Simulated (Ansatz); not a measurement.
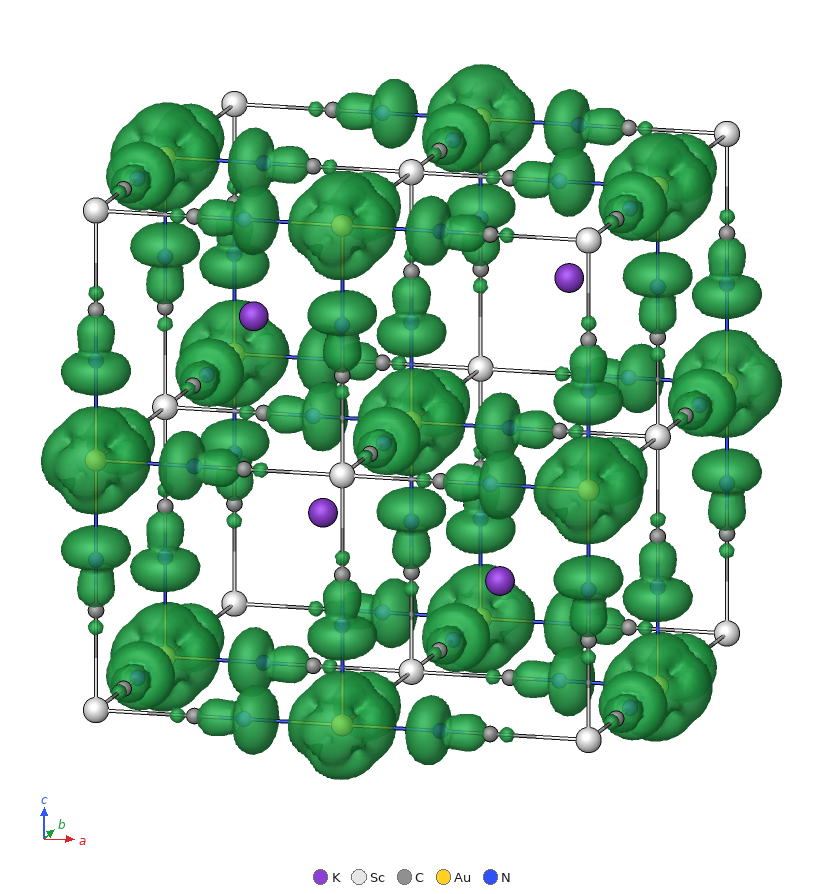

KScAuC6N6. Isosurfaces of the spin density (up minus down) at +0.01 (green) and −0.01 e/Å³ (red), seen slightly off an axis. Sticks mark near contacts.

Space group F-43m; a structure generated by program, which may or may not match a known phase; spin-polarised.

Computed with DFT PBE, scalar-relativistic, plane waves, PAW (Ansatz).

The density is the valence pseudo-density of a PAW calculation; it isn't the true density close to the nuclei.

Question: Where is the spin, and how is it ordered?

Answer: The spin density sits on Au: +0.6 μB (×4) in one cell of 60 atoms: parallel moments, as they must be, since the calculation's own cell holds one magnetic site. The cell of the calculation (15 atoms) carries 1.0 μB of net spin moment. Only one sign reaches the isovalue.
